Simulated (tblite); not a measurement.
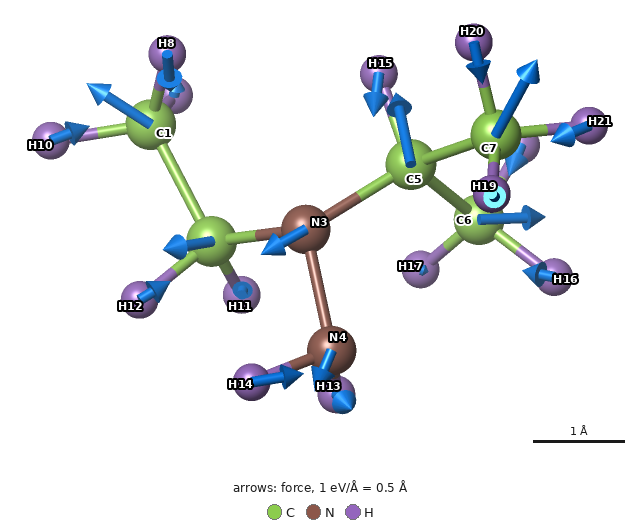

Starting geometry of C₅H₁₄N₂ with the computed forces as blue arrows. The picture is a ball-and-stick view, seen at a tilt.

Level of theory: GFN2-xTB geometry optimisation, gas phase (tblite 0.8.0). 

Question: What follows when this structure is relaxed?

Answer: It isn't relaxed: the largest force vector, on a C atom, is 2.22 eV/Å. The final displacements have little in common with the starting forces (cosine between the two patterns 0.26). Over 85 geometry steps the energy falls by 0.871 eV. An H atom moves most after the best rigid fit: 0.66 Å. By element the largest moves are H 0.66 Å, N 0.19 Å, C 0.17 Å. Some distances before and after: C–H 1.138 → 1.093 Å, C–N 1.427 → 1.460 Å, C–H 1.117 → 1.087 Å, C–C 1.499 → 1.527 Å. Among the angles between lasting bonds that change: C–N–N 103.0° → 112.9°, N–N–H 103.7° → 111.9°, N–C–C 114.8° → 107.9°. Groups turn about C–C by about 35°, C–C by about 30°, C–C by about 25°.
